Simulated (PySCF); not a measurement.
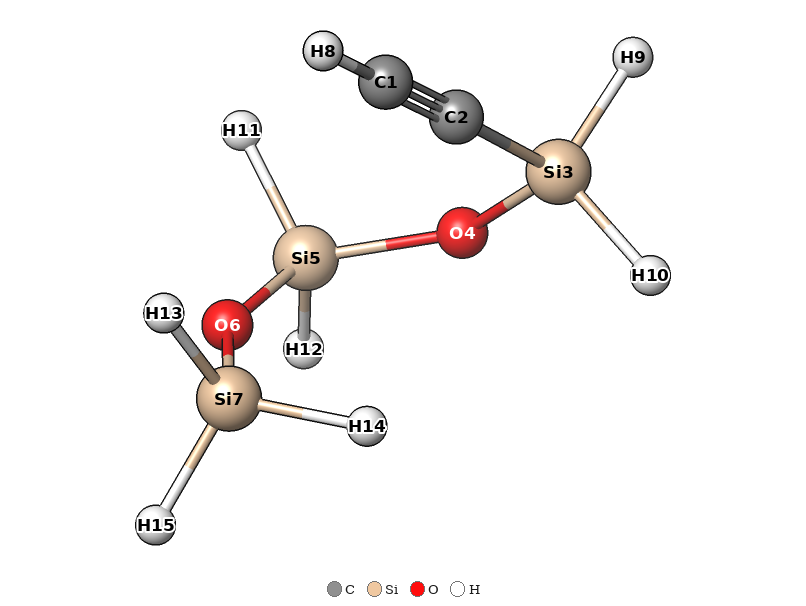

The geometry was computed by an optimisation with PBE0-D3(BJ)/def2-SVP. No frequency run is at hand to confirm it as a minimum. Electric field gradients from the ground-state density, PBE0/pcSseg-1 (PySCF 2.14.0), non-relativistic apart from any core potentials.

Give the largest field-gradient component, the quadrupole coupling constant and the asymmetry for 17O at O4 (Q = −25.6 mb), 17O at O6 (Q = −25.6 mb).

```
atom  V_zz (a.u.)  e²qQ/h (MHz)     η
  O4        1.100         −6.62  0.23
  O6        1.163         −6.99  0.21
```
